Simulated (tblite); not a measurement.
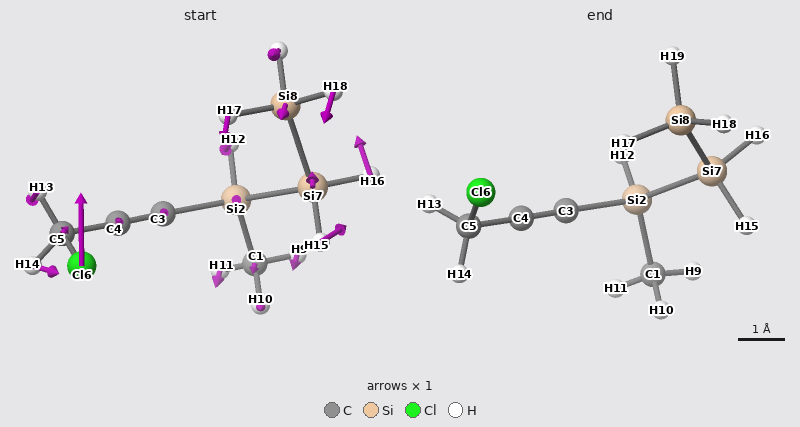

The structure of C4H11ClSi3 before (left) and after (right) a relaxation, at one scale. The purple arrows give the displacements, at their true length.

The picture is a ball-and-stick view, seen from a free direction.

Method: GFN2-xTB geometry optimisation, gas phase (tblite 0.8.0). 

> Summarise the run.

The energy falls by 0.213 eV in 188 geometry steps. Cl6 moves most after the best rigid fit: 1.63 Å. Largest moves by element: Cl 1.63 Å, H 0.99 Å, Si 0.52 Å, C 0.25 Å. Some distances before and after: C1–Si2 1.852 → 1.905 Å, C5–Cl6 1.781 → 1.809 Å, Si2–C3 1.883 → 1.856 Å, Si2–Si7 2.302 → 2.329 Å. Bond angles that change, for instance: Si2–Si7–Si8 105.6° → 116.6°, Si7–Si2–H12 109.2° → 115.8°, H15–Si7–H16 108.4° → 102.6°. Groups turn about Si2–Si7 by about 35°, Si7–Si8 by about 25°. The run took 5.2 s on 1 thread of Intel(R) Xeon(R) Processor @ 2.70GHz, with other jobs on the host.
